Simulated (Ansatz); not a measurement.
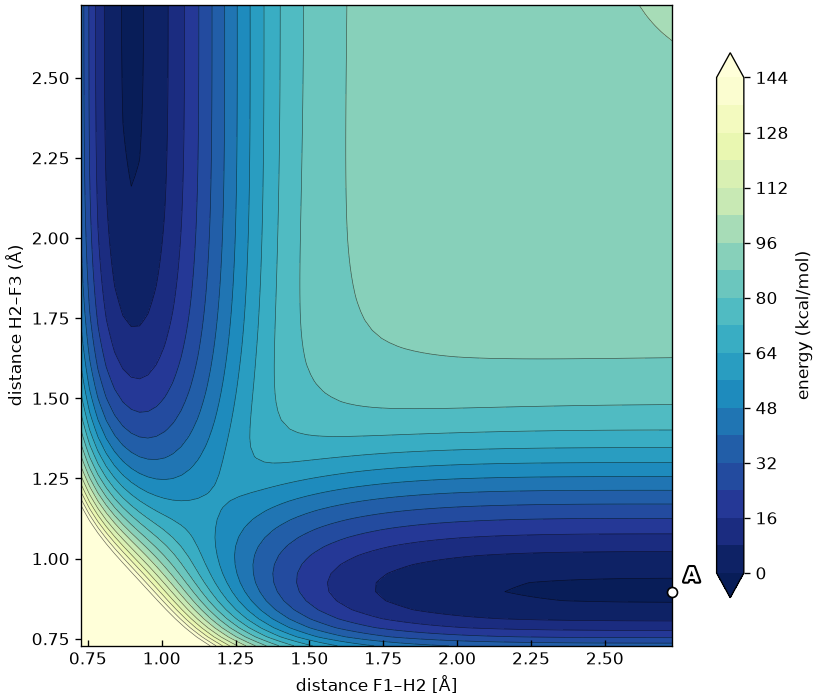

The system F + HF, spin multiplicity 2. 
- The first coordinate is: distance F1–H2; the second: distance H2–F3.
- Nothing is relaxed (the angle F1–H2–F3 is fixed at 100 degrees).
- Grid: 17 × 17 points; 153 points were computed and 136 follow by symmetry.
- Energies are in kcal/mol, from the lowest grid point.
- In part of the range the unrestricted reference is strongly spin-contaminated.
- Method: UHF/aug-cc-pVTZ (Ansatz 0.2.0).

The picture shows filled contours, one colour for all values above the top of the scale, the point A. Between grid points the surface is interpolated.

Q: Find the lowest path from A to the other arm of the map, and its barrier.

A: The easiest path runs from the side where the first distance is long, about distance F1–H2 = 2.73 Å, distance H2–F3 = 0.90 Å, to the side where the second distance is long, about distance F1–H2 = 0.90 Å, distance H2–F3 = 2.73 Å. Its highest point, at distance F1–H2 = 1.169 Å, distance H2–F3 = 1.169 Å, lies about 58 kcal/mol above the start and 58 kcal/mol above the end on the interpolated surface. An end on the edge of the scan is no minimum, so the barrier from there is a lower bound.

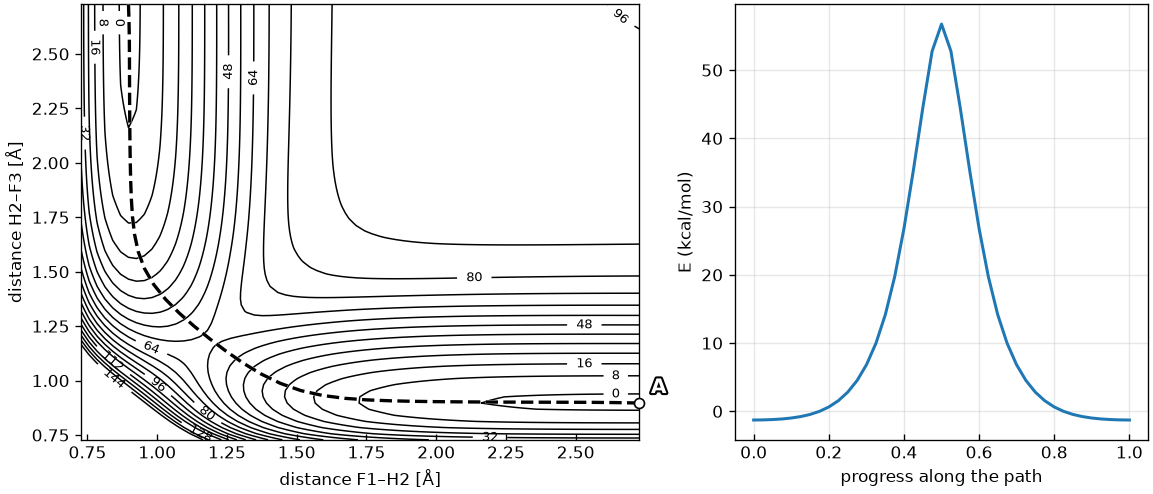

The picture shows contour lines labelled in kcal/mol (none above 144), a line along the lowest path, the energy along the path at the right. Between grid points the surface is interpolated.
